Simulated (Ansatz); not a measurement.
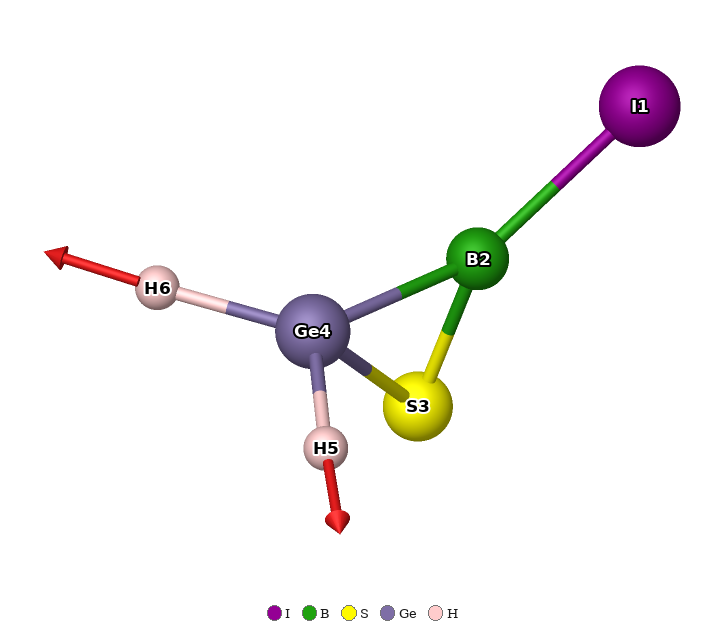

The arrows show one normal mode. Harmonic vibrations computed with RKS PBE0-D4/def2-TZVP, core potentials on I (Ansatz 0.2.0) at a stationary point of the same level.

Q: Describe the motion.

A: Mostly in-phase stretching of 2 Ge–H bonds.

Q: At what wavenumber does it lie?

A: 2161 cm⁻¹; it is mode 11 of 12 counted from the lowest.
